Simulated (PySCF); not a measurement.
**C2H6Al, charge +1, SMILES `C[Al+]C`: what the electrons do**

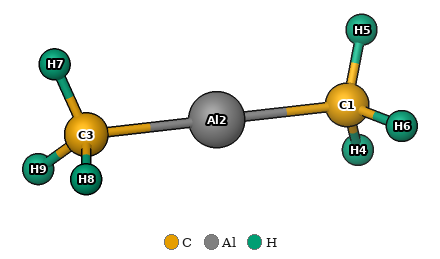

The molecule, with its atoms numbered as below. No frequency check shows the geometry to be a minimum.

Cartesian coordinates (Å):

```
C1      -1.9611    0.0005    0.0001
Al2     -0.0000   -0.0006    0.0000
C3       1.9611    0.0005    0.0001
H4      -2.3613    0.4779   -0.9094
H5      -2.3612   -1.0260    0.0409
H6      -2.3612    0.5489    0.8681
H7       2.3613   -0.9781    0.3121
H8       2.3613    0.7600    0.6910
H9       2.3613    0.2191   -1.0037
```

### 1. Bonding charge

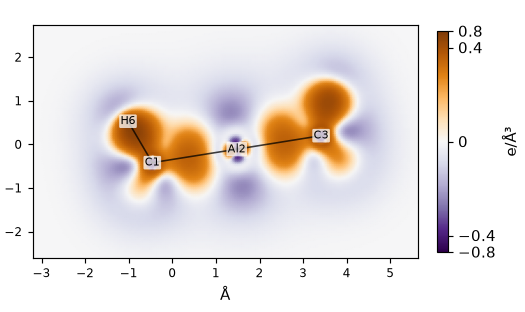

Deformation density (molecule less spherical, spin-averaged free atoms) in the plane of C1, Al2, C3 and H6; colour scale in e/Å³, logarithmic beyond ±0.1; orange: gain, purple: loss.

PySCF calculation, PBE/def2-SVP, gas phase; geometry: GFN2-xTB.

> Describe the bonding that the map shows.

C1–H6: +0.60 e/Å³ at the bond critical point (bond length 1.10 Å, Mayer order 0.9). C1–Al2 and Al2–C3: +0.15 e/Å³ at the bond critical point (bond length 1.96 Å, Mayer order 1.0). In all, 1.6 electrons gather in the regions of gain relative to the promolecule of neutral atoms (the regions of loss give up this much and the cation's charge besides). A small or negative value marks a very polar bond, one between electron-rich atoms, whose free-atom densities already overlap strongly, a long bond to a heavier atom, or a closed-shell contact such as a hydrogen bond.

### 2. Bond critical points

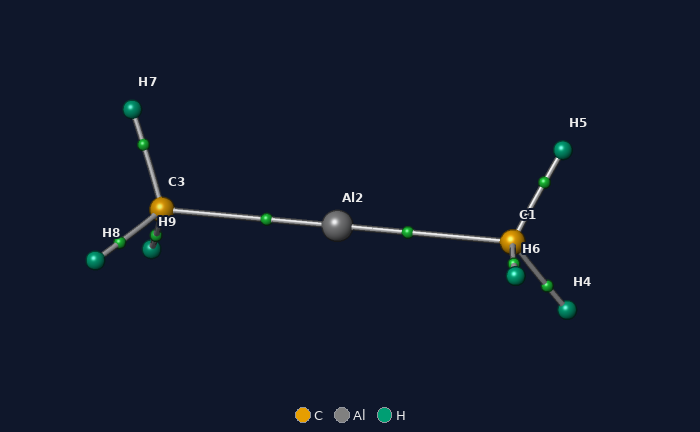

Molecular graph of the electron density (QTAIM): bond paths, bond critical points (green), ring points (magenta, if any); weak paths are dashed.

> How many critical points of each kind are there, and does the count close?

9 nuclei, 8 bond, 0 ring and 0 cage critical points: 9 − 8 + 0 − 0 = 1, as the Poincaré–Hopf relation requires.

> What does the calculation give at each kind of bond critical point?

```
            bond  length (Å)  ρ (a.u.)  ∇²ρ (a.u.)     ε  H (a.u.)
 C1–H6 (6 alike)       1.102     0.261       −0.94  0.02    −0.275
C1–Al2 (2 alike)       1.961     0.085       +0.27  0.00    −0.028
```

> What kind of interaction is C1–H6?

Shared-shell (covalent): ρ = 0.261, ∇²ρ = −0.94, H = −0.275 a.u.

### 3. Local ionisation energy

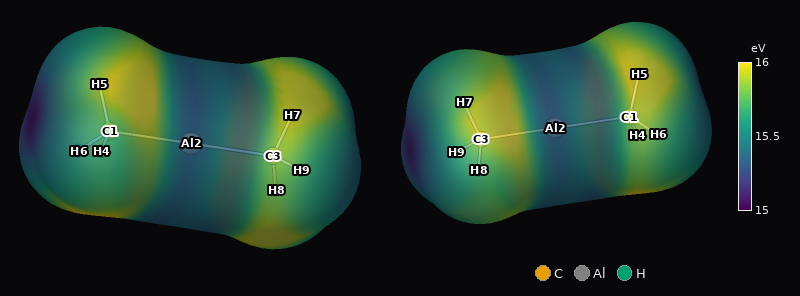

Average local ionisation energy on the surface of electron density 0.001 a.u. (back view left, front view right).

> Locate the minima of the map.

The lowest value is 15.0 eV, near H6 (1.66 Å) and H4 (1.87 Å), over C1 (1.9 Å), and at like points elsewhere. Further minima include 15.3 eV, off the C1–Al2 bond (2.1 to 2.3 Å from its atoms), and at like points elsewhere. For comparison, the highest occupied orbital lies at −12.9 eV.

### 4. Excited states

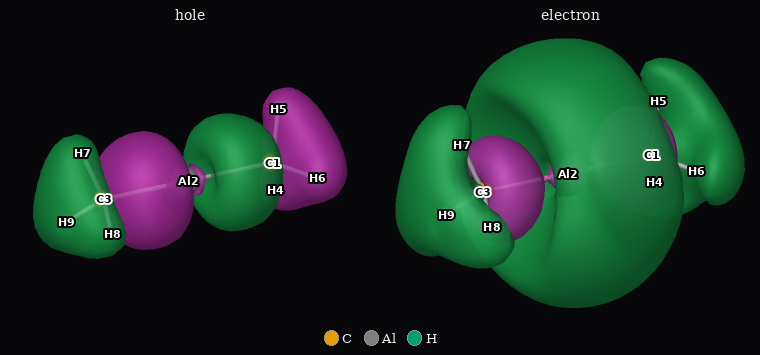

Leading natural transition orbital pair of S₃ (full linear response singlet states); the surfaces enclose about 85 % of each orbital's density.

Method: B3LYP/def2-SVP; geometry: GFN2-xTB; program: PySCF. Without diffuse functions Rydberg states are missing, so the states' numbers hold for this basis only.

> Give its energy and the atoms that hole and electron lie on.

6.97 eV (178 nm), f = 0.447 (bright); the leading pair carries 89 %; hole on C1 and C3 (28 % each) and Al2 (20 %), electron on Al2 (54 %) and C1 and C3 (15 % each); their centroids lie 0.0 Å apart. In canonical orbitals it is mainly HOMO → LUMO+2 (89 %). The HOMO–LUMO gap is 6.98 eV.

### 5. In an electric field

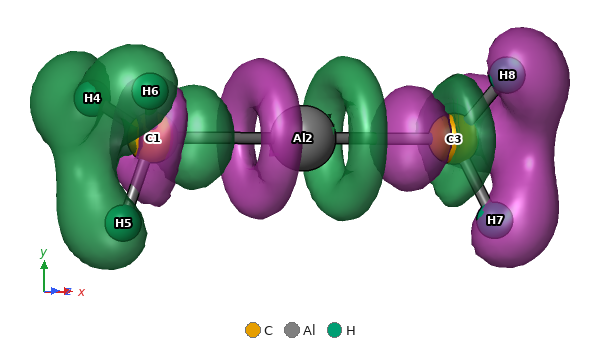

Change of the electron density in a uniform field of 0.26 V/Å, surfaces at ±0.003 e/Å³ (green: gain, purple: loss).

Method: B3LYP/def2-SVPD; geometry: GFN2-xTB; program: PySCF.

The field was applied in both directions; the picture shows the one opposite to the script's first.

> Along which Cartesian direction does the field point?

Along +x: electrons gather on the −x side, against the field.

> How large is the response?

The induced dipole is 0.85 D (along the field); α along this axis, from the fields in both directions, is 67 bohr³ (9.9 Å³).

### 6. Removing or adding an electron

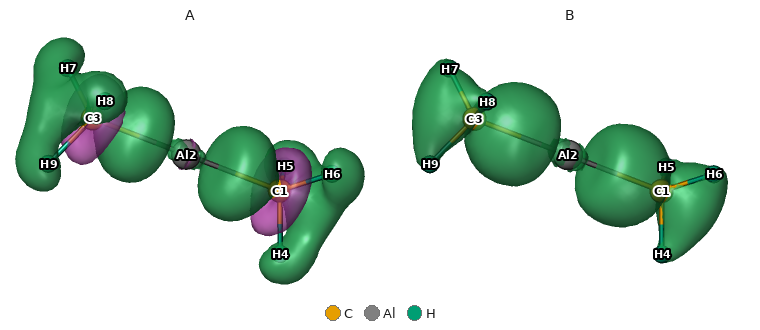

The Fukui function f⁻ from two separate SCF calculations and the density of the HOMO, at ±0.03 e/Å³ (green positive, purple negative).

Method: BP86/def2-SVPD; geometry: GFN2-xTB; program: PySCF.

> Which panel is which, and how good is the frozen-orbital picture?

A is f⁻ (it has negative regions), B the HOMO density. The HOMO lies on C1 and C3 (29 % each) and Al2 (23 %); f⁻ (Hirshfeld-condensed) is largest on Al2 (0.26) and C1 and C3 (0.16 each); the vertical ionisation energy is 16.23 eV. Relaxation shifts 25 % of the electron between atoms. The orbital energy is −12.98 eV.

### 7. Localised orbitals

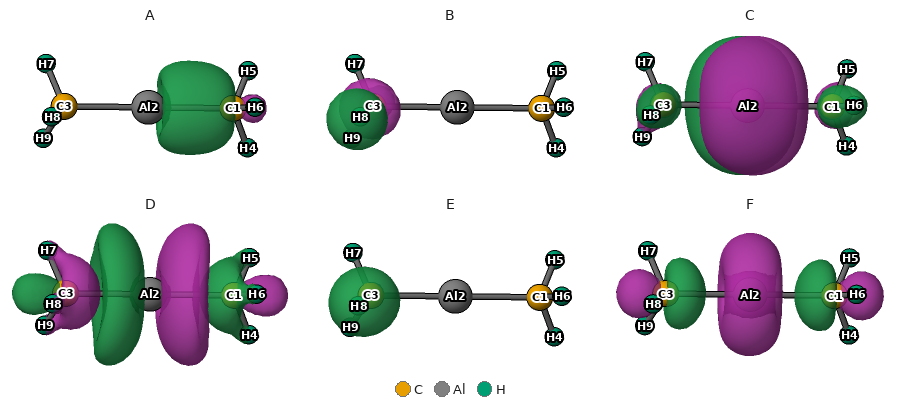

Intrinsic bond orbitals (IBO), occupied and valence-virtual; each surface holds about 70 % of the orbital's density. Energies are diagonal elements of the Fock matrix.

PySCF calculation, PBE0/6-311G**, gas phase; geometry: GFN2-xTB.

> Identify each orbital.

By panel:
- A: σ bond C1–Al2 (C1 61 %, Al2 38 %; −17.0 eV)
- B: σ* orbital H8–C3 (H8 60 %, C3 40 %; 4.4 eV)
- C: empty orbital on Al2 (Al2 96 %; −6.3 eV)
- D: σ* orbital Al2–C1, mostly on Al2 (Al2 70 %, C1 15 %, C3 15 %; 3.6 eV)
- E: σ bond C3–H8 (C3 59 %, H8 39 %; −18.6 eV)
- F: σ* orbital Al2–C3 (Al2 53 %, C3 24 %, C1 24 %; −4.8 eV)

> How do all the valence pairs divide up?

8 pairs: 8 σ bonds.
